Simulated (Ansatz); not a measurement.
These are PBE (plane waves to 420 eV, PAW; Ansatz, a program for electronic structure) values and carry that method's errors.

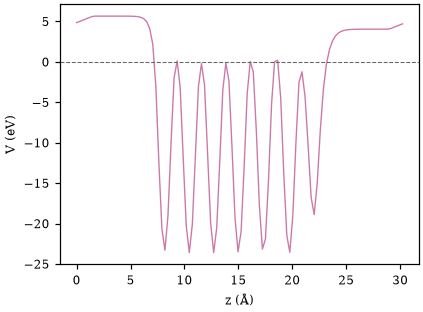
Figure. Plane-averaged electrostatic potential energy along the normal, in eV from the Fermi level, for a constructed model of the (111) surface of fcc Pt, a pseudomorphic layer of Sc in the other hollow (bottom of the slab: a bare face, its two planes held)

Model: 7-atom slab, 14.2 Å thick at the start, 15x15x1 mesh, Fermi-Dirac 0.1 eV, dipole correction, 2 atoms held, the rest relaxed; symmetry of the start imposed; no spin, no spin-orbit, no U. In PBE it is, or lies within 0.01 eV a 1x1 cell of, the lowest of the 2 structures of its composition computed so far; larger cells were not tried.

The surface cell has an area of 6.82 Å². What dipole along the normal does the step between the two vacuum levels imply?

the top vacuum level lies 1.61 eV below the bottom one; p = −ε₀ A ΔV (ε₀ = 0.005526 e/(V·Å)) gives 0.06 e·Å a cell.
